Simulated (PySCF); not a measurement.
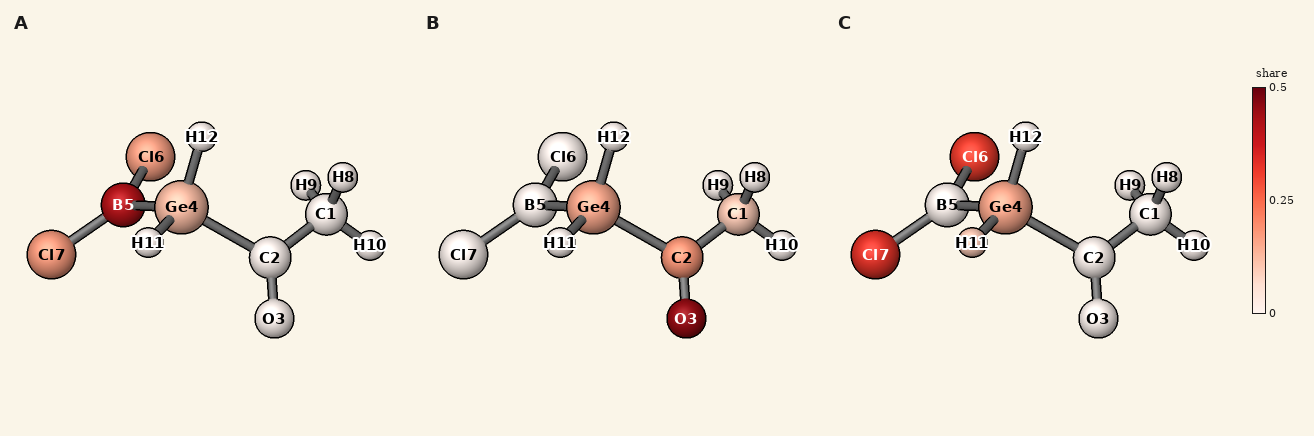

Each panel colours the atoms by their Löwdin share in one orbital (up to four of the largest shares; other atoms are shown as zero). The computed structure is the end point of a GFN2-xTB optimisation. No frequency run is at hand to confirm it as a minimum. Method: ωB97X-D/def2-SVPD (PySCF 2.14.0).

**The panels show the HOMO−2, HOMO, LUMO, in some order. Which is which?**

A: LUMO, −0.57 eV; B5 0.41, Cl7 0.17, Cl6 0.16, Ge4 0.12
B: HOMO, −8.74 eV; O3 0.45, C2 0.18, Ge4 0.15, C1 0.10
C: HOMO−2, −11.24 eV; Cl7 0.33, Cl6 0.31, Ge4 0.15, H11 0.10

The geometry is semi-empirical. Around B, Ge such bond lengths and angles can be off by a tenth of an ångström or more and by several degrees, and values that hang on the shape move with them.
